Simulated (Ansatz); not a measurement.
# H4OSn: the cost of one run

Method: RKS BHLYP/def2-SVP, in Ansatz 0.2.0.

### 1 Starting point

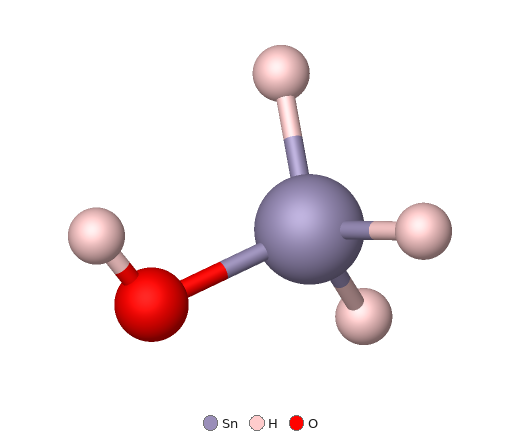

Start, viewed from a chosen angle; tin purple, hydrogen pink, oxygen red.

Coordinates:

```xyz
6

Sn    0.0000    0.0000    0.0000
H     0.0000    0.0000    1.7400
O     1.8483    0.0000   -0.6527
H     2.1646   -0.9521   -0.7693
H    -0.8195    1.4198   -0.5794
H    -0.8195   -1.4198   -0.5794
```

### 2 Relaxing the start

Input file input.yaml:

```yaml
crystal:
  periodic: [false, false, false]
  atoms:
    - { symbol: Sn, position_ang: [0.0, 0.0, 0.0] }
    - { symbol: H, position_ang: [0.0, 0.0, 1.74] }
    - { symbol: O, position_ang: [1.8483, 0.0, -0.6527] }
    - { symbol: H, position_ang: [2.1646, -0.9521, -0.7693] }
    - { symbol: H, position_ang: [-0.8195, 1.4198, -0.5794] }
    - { symbol: H, position_ang: [-0.8195, -1.4198, -0.5794] }
basis:
  gaussian: { orbitals: def2-SVP }
hamiltonian:
  xc: { name: BHLYP }
relax:
  f_tol: 0.02
  max_steps: 40
```

On the command line:

```
> ansatz run input.yaml --threads 1 --pin off --max-ram 2048MiB --backend cpu --events-out ev --progress --plain --runs-dir out
```

What time and memory should one allow on 1 thread of Intel Xeon Platinum 8259CL at 2.50GHz (Skylake/Cascade Lake), shared host?

About 27 s, with a peak of 0.13 GiB.
